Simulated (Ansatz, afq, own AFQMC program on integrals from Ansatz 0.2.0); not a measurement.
**BNH+ (quintet): AFQMC on the coupled-cluster ladder, cc-pVDZ**

Aim: compute BNH+ (quintet) with auxiliary-field quantum Monte Carlo on the same integrals as coupled cluster, and set the energies side by side.

Program: Ansatz 0.2.0, Gaussian basis, and an in-house AFQMC program (afq) on its integrals; all values are calculated. Level of theory: cc-pVDZ, frozen cores. These are calculated values, not measurements.

Plan: PBE (unrestricted); r2SCAN (unrestricted); PBE0 (unrestricted); B3LYP (unrestricted); wB97M-V (unrestricted); B2PLYP (unrestricted); CCSD(T) on ROHF; CCSDT(Q) on ROHF; Phaseless AFQMC, CISD trial on ROHF; Phaseless AFQMC, single-determinant trial on ROHF; Free-projection AFQMC, CISD trial on ROHF; CCSD(T) on UHF; CCSDT(Q) on UHF; Phaseless AFQMC, CISD trial on UHF; Phaseless AFQMC, single-determinant trial on UHF; Free-projection AFQMC, CISD trial on UHF.

1 further run of the same task is left out (it didn't finish).

**1. The geometry**

The geometry is a PBE0/def2-TZVP stationary point (not a proven minimum) of the parent state, kept for this charge and spin.

3 atoms, charge 1, spin multiplicity 5.

Atoms are counted from 1 here; the program's logs count them from 0.

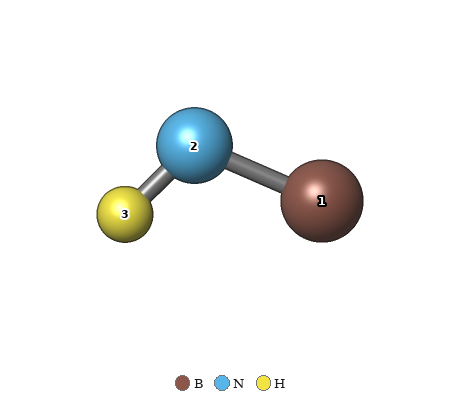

The geometry (boron brown, nitrogen blue, hydrogen yellow); atoms are numbered from 1 in the order of the file.

As a file:

```
B     0.00000    0.07975    0.86377
N     0.00000   -0.11762   -0.58793
H     0.00000    0.77904   -1.09467
```

**2. PBE (unrestricted)**

in.yaml

```yaml
crystal:
  periodic: [false, false, false]
  atoms:
    - {symbol: B, position_ang: [0.000000, 0.079752, 0.863775]}
    - {symbol: N, position_ang: [0.000000, -0.117617, -0.587927]}
    - {symbol: H, position_ang: [0.000000, 0.779045, -1.094669]}
basis:
  gaussian: {orbitals: cc-pVDZ}
total_charge: 1
magnetization: {spin_polarized: true, initial_magnetization: 4}
hamiltonian: {xc: {name: PBE}}
output: {orbitals: {seedname: orbitals}}
```

Run with:

```bash
ansatz run in.yaml --threads 1 --pin off --events-out ev --progress --plain --max-ram 1382MiB
```

What it wrote:

```text
Functional definition: PBE
  name "PBE"
  cite "Perdew, Burke & Ernzerhof, Phys. Rev. Lett. 77, 3865 (1996) doi:10.1103/PhysRevLett.77.3865"
  parent pbe
  parameter kappa = 0.804
  parameter beta = 0.06672455060314922
  exchange = pbe_x(kappa = kappa, mu = beta*pi^2/3)
  correlation = pbe_c(beta = beta)
410 factors; their error is unknown
mean field evaluation 1: about -2156.8905 eV, gradient 2.8e1 eV
mean field evaluation 2: about -2154.8984 eV, gradient 3.4e1 eV
mean field evaluation 4: about -2160.5891 eV, gradient 7.2e-1 eV
mean field evaluation 8: about -2160.5670 eV, gradient 2.8e-3 eV
mean field evaluation 16: about -2160.1300 eV, gradient 3.6e-2 eV
mean field evaluation 32: about -2160.5670 eV, gradient 2.0e-5 eV
mean field -2160.56695417 eV, -79.3993710809 hartree, gradient 2.0e-5 eV, S^2 6.002338; 4 other end points of the search recorded, 0 dependent functions left out
reference -2160.56698140 eV, -79.3993720815 hartree; 8, 4 occupied and 25, 29 virtual orbitals, 410 factors
Total energy: -2160.56698140 eV, -79.3993720815 hartree
```

Wall time 1.7 s (1 thread of Arm Neoverse V1, shared host).

From the report: ⟨S²⟩ of the determinant 6.002 (pure quintet: 6.00).

**3. r2SCAN (unrestricted)**

Edit in.yaml of step 2 so:

```diff
@@ -10,3 +10,2 @@
 magnetization: {spin_polarized: true, initial_magnetization: 4}
-hamiltonian: {xc: {name: PBE}}
-output: {orbitals: {seedname: orbitals}}
+hamiltonian: {xc: {name: r2SCAN}}
```

The command is unchanged.

What it wrote:

```text
Functional definition: r2SCAN
  name "r2SCAN"
  cite "Furness, Kaplan, Ning, Perdew & Sun, J. Phys. Chem. Lett. 11, 8208 (2020) doi:10.1021/acs.jpclett.0c02405"
  cite "Furness, Kaplan, Ning, Perdew & Sun, J. Phys. Chem. Lett. 11, 9248 (2020) doi:10.1021/acs.jpclett.0c03077"
  parent r2scan
  parameter k0 = 0.174
  parameter k1 = 0.065
  parameter a1 = 4.9479
  exchange = r2scan_x(k0 = k0, k1 = k1, a1 = a1)
  correlation = r2scan_c
410 factors; their error is unknown
mean field evaluation 1: about -2159.7642 eV, gradient 2.5e1 eV
mean field evaluation 2: about -2159.4986 eV, gradient 2.6e1 eV
mean field evaluation 4: about -2162.7223 eV, gradient 5.2e-1 eV
mean field evaluation 8: about -2162.6989 eV, gradient 3.8e-3 eV
mean field evaluation 16: about -2162.6989 eV, gradient 3.0e-5 eV
mean field evaluation 32: about -2162.6505 eV, gradient 2.3e0 eV
mean field -2162.69885552 eV, -79.4777170104 hartree, gradient 1.4e-5 eV, S^2 6.004184; 4 other end points of the search recorded, 0 dependent functions left out
reference -2162.69886440 eV, -79.4777173368 hartree; 8, 4 occupied and 25, 29 virtual orbitals, 410 factors
Total energy: -2162.69886440 eV, -79.4777173368 hartree
```

Wall time 2.6 s (1 thread of Arm Neoverse V1, shared host).

From the report: ⟨S²⟩ of the determinant 6.004 (pure quintet: 6.00).

**4. PBE0 (unrestricted)**

Edit in.yaml of step 3 so:

```diff
@@ -10,2 +10,3 @@
 magnetization: {spin_polarized: true, initial_magnetization: 4}
-hamiltonian: {xc: {name: r2SCAN}}
+hamiltonian: {xc: {name: PBE0}}
+output: {orbitals: {seedname: orbitals}}
```

Launched as before.

What it wrote:

```text
Functional definition: PBE0
  name "PBE0"
  cite "Adamo & Barone, J. Chem. Phys. 110, 6158 (1999) doi:10.1063/1.478522"
  cite "Perdew, Burke & Ernzerhof, Phys. Rev. Lett. 77, 3865 (1996) doi:10.1103/PhysRevLett.77.3865"
  parent pbe
  parameter a = 0.25
  parameter kappa = 0.804
  parameter beta = 0.06672455060314922
  exchange = (1 - a)*pbe_x(kappa = kappa, mu = beta*pi^2/3) + a*exact_x
  correlation = pbe_c(beta = beta)
313 factors; integrals over basis functions are off by at most 1.1e-3 eV
mean field evaluation 1: about -2158.6873 eV, gradient 2.3e1 eV
mean field evaluation 2: about -2159.4747 eV, gradient 1.9e1 eV
mean field evaluation 4: about -2161.0767 eV, gradient 3.5e-1 eV
mean field evaluation 8: about -2161.0751 eV, gradient 5.7e-3 eV
mean field evaluation 16: about -2161.0751 eV, gradient 1.2e-5 eV
mean field -2161.07514398 eV, -79.4180467118 hartree, gradient 1.2e-5 eV, S^2 6.002978; 1 other end points of the search recorded, 0 dependent functions left out
reference -2161.07516429 eV, -79.4180474583 hartree; 8, 4 occupied and 25, 29 virtual orbitals, 313 factors
Total energy: -2161.07516429 eV, -79.4180474583 hartree
```

Wall time 0.63 s (1 thread of Arm Neoverse V1, shared host).

From the report: ⟨S²⟩ of the determinant 6.003 (pure quintet: 6.00).

**5. B3LYP (unrestricted)**

Edit in.yaml of step 4 so:

```diff
@@ -10,3 +10,2 @@
 magnetization: {spin_polarized: true, initial_magnetization: 4}
-hamiltonian: {xc: {name: PBE0}}
-output: {orbitals: {seedname: orbitals}}
+hamiltonian: {xc: {name: B3LYP}}
```

Launched as before.

What it wrote:

```text
Functional definition: B3LYP
  name "B3LYP"
  cite "Stephens, Devlin, Chabalowski & Frisch, J. Phys. Chem. 98, 11623 (1994) doi:10.1021/j100096a001"
  cite "Becke, Phys. Rev. A 38, 3098 (1988) doi:10.1103/PhysRevA.38.3098"
  cite "Lee, Yang & Parr, Phys. Rev. B 37, 785 (1988) doi:10.1103/PhysRevB.37.785"
  cite "Vosko, Wilk & Nusair, Can. J. Phys. 58, 1200 (1980) doi:10.1139/p80-159"
  parameter a0 = 0.2
  parameter ax = 0.72
  parameter ac = 0.81
  exchange = (1 - a0 - ax)*slater_x + ax*b88_x + a0*exact_x
  correlation = (1 - ac)*vwn_rpa_c + ac*lyp_c
313 factors; integrals over basis functions are off by at most 1.1e-3 eV
mean field evaluation 1: about -2160.7758 eV, gradient 2.5e1 eV
mean field evaluation 2: about -2161.2261 eV, gradient 2.3e1 eV
mean field evaluation 4: about -2163.5953 eV, gradient 3.7e-1 eV
mean field evaluation 8: about -2163.5941 eV, gradient 3.9e-3 eV
mean field evaluation 16: about -2163.5941 eV, gradient 2.2e-5 eV
mean field -2163.59414811 eV, -79.5106184061 hartree, gradient 2.2e-5 eV, S^2 6.002736; 1 other end points of the search recorded, 0 dependent functions left out
reference -2163.59430650 eV, -79.5106242269 hartree; 8, 4 occupied and 25, 29 virtual orbitals, 313 factors
Total energy: -2163.59430650 eV, -79.5106242269 hartree
```

Wall time 1.6 s (1 thread of Arm Neoverse V1, shared host).

From the report: ⟨S²⟩ of the determinant 6.003 (pure quintet: 6.00).

**6. wB97M-V (unrestricted)**

Edit in.yaml of step 5 so:

```diff
@@ -10,2 +10,3 @@
 magnetization: {spin_polarized: true, initial_magnetization: 4}
-hamiltonian: {xc: {name: B3LYP}}
+hamiltonian: {xc: {name: wB97M-V}}
+output: {orbitals: {seedname: orbitals}}
```

Launched as before.

What it wrote:

```text
Functional definition: wB97M-V
  name "wB97M-V"
  cite "Mardirossian & Head-Gordon, J. Chem. Phys. 144, 214110 (2016) doi:10.1063/1.4952647"
  cite "Becke, J. Chem. Phys. 107, 8554 (1997) doi:10.1063/1.475007"
  cite "Vydrov & Van Voorhis, J. Chem. Phys. 133, 244103 (2010) doi:10.1063/1.3521275"
  # Of w^i u^j: cxij and so on, Table III.
  parameter omega = 0.3/bohr
  parameter cx = 0.15
  parameter cx01 = 1.007
  parameter cx10 = 0.259
  parameter css00 = 0.443
  parameter css04 = -1.437
  parameter css10 = -4.535
  parameter css20 = -3.390
  parameter css43 = 4.278
  parameter cos00 = 1.000
  parameter cos10 = 1.358
  parameter cos20 = 2.924
  parameter cos21 = -8.812
  parameter cos60 = -1.390
  parameter cos61 = 9.142
  parameter b = 6.0
  parameter c = 0.01
  gx(w, u) = 1 - cx + cx01*u + cx10*w
  gss(w, u) = css00 + css04*u^4 + css10*w + css20*w^2 + css43*w^4*u^3
  gos(w, u) = cos00 + cos10*w + (cos20 + cos21*u)*w^2 + (cos60 + cos61*u)*w^6
  exchange = spin_sum(e_x_unif_sr(omega)*gx(b97_w, b97_u_x)) + cx*exact_x_sr(omega) + exact_x_lr(omega)
  correlation = spin_sum(e_c_pw_mod_same_spin*gss(b97_w, b97_u_same))
      + integral(e_c_pw_mod_opposite_spin*gos(b97_w_opposite, b97_u_opposite)) + vv10(b, c)
313 factors; integrals over basis functions are off by at most 1.1e-3 eV
96 factors; integrals over basis functions are off by at most 5.4e-6 eV
mean field evaluation 1: about -2160.9023 eV, gradient 1.9e1 eV
mean field evaluation 2: about -2162.1452 eV, gradient 1.0e1 eV
mean field evaluation 4: about -2162.6283 eV, gradient 3.9e-1 eV
mean field evaluation 8: about -2162.6310 eV, gradient 2.1e-2 eV
mean field evaluation 16: about -2162.6310 eV, gradient 5.6e-5 eV
mean field -2162.63101152 eV, -79.4752237895 hartree, gradient 4.5e-6 eV, S^2 6.003209; 1 other end points of the search recorded, 0 dependent functions left out
reference -2162.63103792 eV, -79.4752247595 hartree; 8, 4 occupied and 25, 29 virtual orbitals, 313 factors
Total energy: -2162.63103792 eV, -79.4752247595 hartree
```

Run time: 3.2 s. Hardware: 1 thread of Arm Neoverse V1, shared host.

From the report: ⟨S²⟩ of the determinant 6.003 (pure quintet: 6.00).

**7. B2PLYP (unrestricted)**

Edit in.yaml of step 6 so:

```diff
@@ -10,3 +10,3 @@
 magnetization: {spin_polarized: true, initial_magnetization: 4}
-hamiltonian: {xc: {name: wB97M-V}}
-output: {orbitals: {seedname: orbitals}}
+hamiltonian: {xc: {name: B2PLYP}}
+correlation: {electrons: outside_noble_gas}
```

Same command.

What it wrote:

```text
Functional definition: B2PLYP
  name "B2PLYP"
  cite "Grimme, J. Chem. Phys. 124, 034108 (2006) doi:10.1063/1.2148954"
  cite "Becke, Phys. Rev. A 38, 3098 (1988) doi:10.1103/PhysRevA.38.3098"
  cite "Lee, Yang & Parr, Phys. Rev. B 37, 785 (1988) doi:10.1103/PhysRevB.37.785"
  parameter a = 0.53
  parameter c = 0.27
  exchange = (1 - a)*b88_x + a*exact_x
  correlation = (1 - c)*lyp_c + c*(mp2_os + mp2_ss)
313 factors; integrals over basis functions are off by at most 1.1e-3 eV
mean field evaluation 1: about -2158.7691 eV, gradient 1.8e1 eV
mean field evaluation 2: about -2158.7692 eV, gradient 1.8e1 eV
mean field evaluation 4: about -2160.4611 eV, gradient 1.3e0 eV
mean field evaluation 8: about -2160.4806 eV, gradient 4.9e-2 eV
mean field evaluation 16: about -2160.4807 eV, gradient 6.7e-6 eV
mean field -2160.48069146 eV, -79.3962009848 hartree, gradient 1.2e-6 eV, S^2 6.004233; 2 other end points of the search recorded, 0 dependent functions left out
2 core orbitals not correlated: weight in the atoms' cores, before any rotation towards them, 1.000 or more for the frozen orbitals, at most 0.000 for the correlated occupied ones
reference -2160.48079145 eV, -79.3962046594 hartree; 6, 2 occupied and 25, 29 virtual orbitals, 313 factors
second order -3.84106754 eV of doubles, -0.00000000 eV of singles
Total energy: -2161.51787969 eV, -79.4343169491 hartree
```

Wall time 0.78 s (1 thread of Arm Neoverse V1, shared host).

From the report: ⟨S²⟩ of the determinant 6.004 (pure quintet: 6.00).

**8. CCSD(T) on ROHF**

Edit in.yaml of step 7 so:

```diff
@@ -9,4 +9,3 @@
 total_charge: 1
-magnetization: {spin_polarized: true, initial_magnetization: 4}
-hamiltonian: {xc: {name: B2PLYP}}
-correlation: {electrons: outside_noble_gas}
+magnetization: {spin_polarized: false, initial_magnetization: 4}
+correlation: {method: ccsd_t, electrons: outside_noble_gas, hamiltonian_folder: ham}
```

The command is unchanged.

What it wrote:

```text
Functional definition: HF
  name "HF"
  cite "Fock, Z. Phys. 61, 126 (1930) doi:10.1007/BF01340294"
  parent pbe
  exchange = exact_x
  correlation = 0
313 factors; integrals over basis functions are off by at most 1.1e-3 eV
mean field evaluation 1: about -2152.6448 eV, gradient 1.3e1 eV
mean field evaluation 2: about -2152.6468 eV, gradient 1.3e1 eV
mean field evaluation 4: about -2154.0845 eV, gradient 1.2e0 eV
mean field evaluation 8: about -2154.0952 eV, gradient 4.8e-4 eV
mean field evaluation 16: about -2154.0939 eV, gradient 1.2e-1 eV
mean field evaluation 32: about -2154.0911 eV, gradient 4.0e-1 eV
mean field evaluation 64: about -2153.6964 eV, gradient 4.9e-3 eV
mean field -2154.09517449 eV, -79.1615375643 hartree, gradient 7.4e-7 eV, S^2 6.000000; 6 other end points of the search recorded, 0 dependent functions left out
mean field evaluation 96: about -2153.9828 eV, gradient 2.8e0 eV
determinant -2154.09517449 eV, -79.1615375643 hartree, with singles and doubles -2157.97554142 eV, -79.3041384189 hartree
determinant -2153.69635303 eV, -79.1468811460 hartree, with singles and doubles -2157.56875924 eV, -79.2891894494 hartree
determinant -2154.09517449 eV, -79.1615375643 hartree, with singles and doubles -2157.97563531 eV, -79.3041418692 hartree
determinant -2153.69635303 eV, -79.1468811460 hartree, with singles and doubles -2157.56900741 eV, -79.2891985694 hartree
2 core orbitals not correlated: weight in the atoms' cores, before any rotation towards them, 1.000 or more for the frozen orbitals, at most 0.000 for the correlated occupied ones
reference -2154.09517449 eV, -79.1615375643 hartree; 6, 2 occupied and 25, 29 virtual orbitals, 313 factors
second order -3.17965848 eV of doubles, -0.07763261 eV of singles
cycle   1  -3.88045640 eV  change    4.4e-6 eV  update   1.8e-6
perturbative correction -0.06878811 eV, -0.0025279163 hartree
Total energy: -2158.04441899 eV, -79.3066696229 hartree
```

Wall time 1.3 s (1 thread of Arm Neoverse V1, shared host).

From the report: correlation -3.9492 eV; T1 0.016; largest double amplitude 0.03.

This run also writes the integrals to the folder ham.

**9. CCSDT(Q) on ROHF**

Edit in.yaml of step 8 so:

```diff
@@ -10,2 +10,2 @@
 magnetization: {spin_polarized: false, initial_magnetization: 4}
-correlation: {method: ccsd_t, electrons: outside_noble_gas, hamiltonian_folder: ham}
+correlation: {method: ccsdt_q, electrons: outside_noble_gas}
```

Same command.

What it wrote:

```text
Functional definition: HF
  name "HF"
  cite "Fock, Z. Phys. 61, 126 (1930) doi:10.1007/BF01340294"
  parent pbe
  exchange = exact_x
  correlation = 0
605 factors; integrals over basis functions are off by at most 1.4e-7 eV
mean field evaluation 1: about -2152.6448 eV, gradient 1.3e1 eV
mean field evaluation 2: about -2152.6468 eV, gradient 1.3e1 eV
mean field evaluation 4: about -2154.0845 eV, gradient 1.2e0 eV
mean field evaluation 8: about -2154.0952 eV, gradient 4.8e-4 eV
mean field evaluation 16: about -2154.0939 eV, gradient 1.2e-1 eV
mean field evaluation 32: about -2154.0912 eV, gradient 4.0e-1 eV
mean field evaluation 64: about -2153.6964 eV, gradient 4.9e-3 eV
mean field -2154.09520166 eV, -79.1615385630 hartree, gradient 7.4e-7 eV, S^2 6.000000; 6 other end points of the search recorded, 0 dependent functions left out
mean field evaluation 96: about -2153.9827 eV, gradient 2.8e0 eV
determinant -2154.09520166 eV, -79.1615385630 hartree, with singles and doubles -2157.97556287 eV, -79.3041392071 hartree
determinant -2153.69638067 eV, -79.1468821617 hartree, with singles and doubles -2157.56878202 eV, -79.2891902866 hartree
determinant -2154.09520166 eV, -79.1615385630 hartree, with singles and doubles -2157.97565668 eV, -79.3041426547 hartree
determinant -2153.69638067 eV, -79.1468821617 hartree, with singles and doubles -2157.56903001 eV, -79.2891994001 hartree
2 core orbitals not correlated: weight in the atoms' cores, before any rotation towards them, 1.000 or more for the frozen orbitals, at most 0.000 for the correlated occupied ones
reference -2154.09520166 eV, -79.1615385630 hartree; 6, 2 occupied and 25, 29 virtual orbitals, 605 factors
second order -3.17966270 eV of doubles, -0.07763244 eV of singles
cycle   1  -3.71271523 eV  change   -4.5e-1 eV  update   4.6e-2
cycle   2  -3.93827362 eV  change   -2.3e-1 eV  update   2.0e-2
cycle   3  -3.96217497 eV  change   -2.4e-2 eV  update   8.0e-3
cycle   4  -3.96198266 eV  change    1.9e-4 eV  update   3.7e-3
cycle   5  -3.96305812 eV  change   -1.1e-3 eV  update   1.3e-3
cycle   6  -3.96334982 eV  change   -2.9e-4 eV  update   5.7e-4
cycle   7  -3.96348496 eV  change   -1.4e-4 eV  update   2.6e-4
cycle   8  -3.96356875 eV  change   -8.4e-5 eV  update   1.3e-4
cycle   9  -3.96351481 eV  change    5.4e-5 eV  update   6.9e-5
cycle  10  -3.96350650 eV  change    8.3e-6 eV  update   3.6e-5
cycle  11  -3.96352490 eV  change   -1.8e-5 eV  update   1.8e-5
cycle  12  -3.96352487 eV  change    3.0e-8 eV  update   7.1e-6
cycle  13  -3.96352285 eV  change    2.0e-6 eV  update   3.0e-6
cycle  14  -3.96351963 eV  change    3.2e-6 eV  update   1.3e-6
cycle  15  -3.96351865 eV  change    9.8e-7 eV  update   5.6e-7
cycle  16  -3.96351858 eV  change    7.2e-8 eV  update   2.4e-7
perturbative correction -0.00318827 eV, -0.0001171669 hartree
Total energy: -2158.06190852 eV, -79.3073123511 hartree
```

It took 8 s on 1 thread of Arm Neoverse V1, shared host.

From the report: correlation -3.9667 eV; T1 0.016; largest double amplitude 0.03.

**10. Phaseless AFQMC, CISD trial on ROHF**

It reads the integrals that the CCSD(T) run on this determinant wrote.

Run with:

```bash
afq ham --method phaseless --trial cisd --walkers 60 --populations 1 --least-time 40 --time-step 0.005 --steps-per-block 50 --equilibration-blocks 28 --max-blocks 300 --target-error 0.00034 --factor-cut 1e-05 --start spin_pure --seed 5301 --release-times 0.24,0.5,1,1.5 --release-step 0.02 --release-every 4 --taylor-order 6
```

What it wrote:

```text
orbitals 31  electrons 6 2  factors 232 of 313
reference energy -79.16153756 Eh
CCSD correlation -0.14260402 Eh in 11 cycles, weight of the determinant in the CISD state 0.9441
energy of the start -79.304141 Eh
 block  time / (1/Eh)  mean weight  energy / Eh
     1     0.250  0.9974  -79.303553
     2     0.500  0.9999  -79.306154
     3     0.750  0.9997  -79.304933
     4     1.000  0.9990  -79.304949
     5     1.250  0.9999  -79.306520
     6     1.500  1.0001  -79.307227
     7     1.750  0.9975  -79.306109
     8     2.000  1.0018  -79.306389
     9     2.250  1.0001  -79.308835
    10     2.500  1.0006  -79.307237
    13     3.250  0.9976  -79.308081
    17     4.250  1.0017  -79.308274
    21     5.250  0.9994  -79.306052
    25     6.250  1.0007  -79.308959
    29     7.250  0.9991  -79.306298
    33     8.250  1.0011  -79.309754
    37     9.250  1.0003  -79.309047
    41    10.250  1.0011  -79.309595
    45    11.250  0.9988  -79.306067
    49    12.250  0.9995  -79.306989
    53    13.250  1.0011  -79.307991
    57    14.250  1.0010  -79.307683
    61    15.250  1.0009  -79.305224
    65    16.250  1.0009  -79.306471
    69    17.250  1.0020  -79.306919
    73    18.250  1.0025  -79.306063
    77    19.250  0.9992  -79.306584
    81    20.250  0.9977  -79.305968
    85    21.250  0.9978  -79.305963
    89    22.250  1.0009  -79.318219
    93    23.250  0.9996  -79.305731
    97    24.250  0.9979  -79.305864
   101    25.250  1.0009  -79.306973
   105    26.250  1.0011  -79.306262
   109    27.250  1.0007  -79.307293
   113    28.250  0.9986  -79.306731
   117    29.250  0.9991  -79.307841
   121    30.250  0.9996  -79.305444
   125    31.250  0.9995  -79.306052
   129    32.250  1.0004  -79.308118
   133    33.250  0.9991  -79.306743
   137    34.250  1.0011  -79.306135
   141    35.250  1.0021  -79.305776
   145    36.250  1.0011  -79.308587
   149    37.250  1.0002  -79.308778
   153    38.250  1.0016  -79.306790
   157    39.250  0.9875  -79.311463
   161    40.250  1.0021  -79.306824
   165    41.250  1.0013  -79.309296
   169    42.250  1.0002  -79.309220
   173    43.250  1.0000  -79.308600
   177    44.250  0.9998  -79.305668
   181    45.250  1.0003  -79.305390
   185    46.250  1.0008  -79.305725
blocks merged  error / Eh  count
     1  0.000143  160
     2  0.000173  80
     4  0.000191  40
     8  0.000217  20
    16  0.000257  10
released: time / (1/Eh)  energy / Eh  error  mean overlap
  0.24  -79.307227  0.000167  0.9996
  0.50  -79.307146  0.000141  1.0034
  1.00  -79.307319  0.000160  1.0151
  1.50  -79.307400  0.000191  0.9934
energy -79.307280 +/- 0.000217 Eh
```

Wall time 2.4 min (1 thread of Arm Neoverse V1, shared host).

Energy -2158.0610 ± 0.0059 eV. Caveats: constraint bias not in the error.

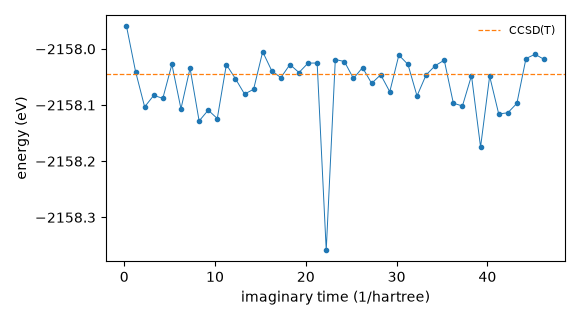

Block energies along the walk.

[end of part 1 of 2]
